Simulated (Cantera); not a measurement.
Charge: 1 mol C₃H₆, 0.45 mol H₂, equilibrated at 0.0450 bar.

Method: chemical equilibrium by Gibbs-energy minimisation in Cantera with the NASA 1993 tables (ideal gas, pure condensed phases). Candidate condensed phases: C, C₆H₆, C₇H₈, C₈H₁₈; 76 gas species. Kinetics and transport are ignored.

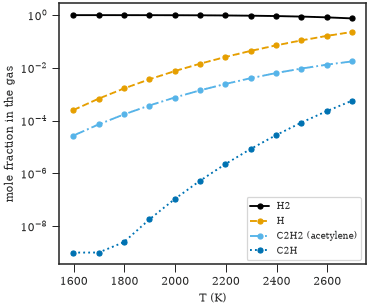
Figure: Equilibrium gas composition (values under 1e-9 drawn at 1e-9)

Problem. Read off the mole fractions at 1898 K.

Solution. H₂ about 1.00, H about 0.0037, C₂H₂ (acetylene) about 0.00037, C₂H about 1.8e-8.
